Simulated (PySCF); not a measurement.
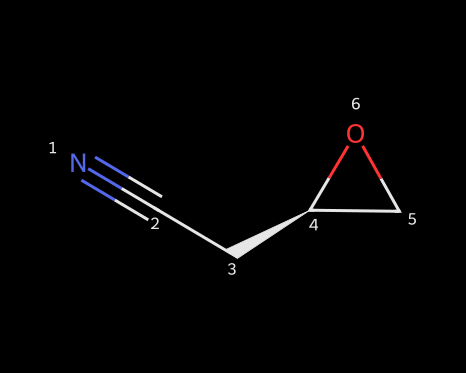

Skeletal drawing with numbered atoms; wedges and dashes mark any stereocentres. The configuration is that of a computed structure (GFN2-xTB).

**Assign CIP descriptors.**

C4: R.
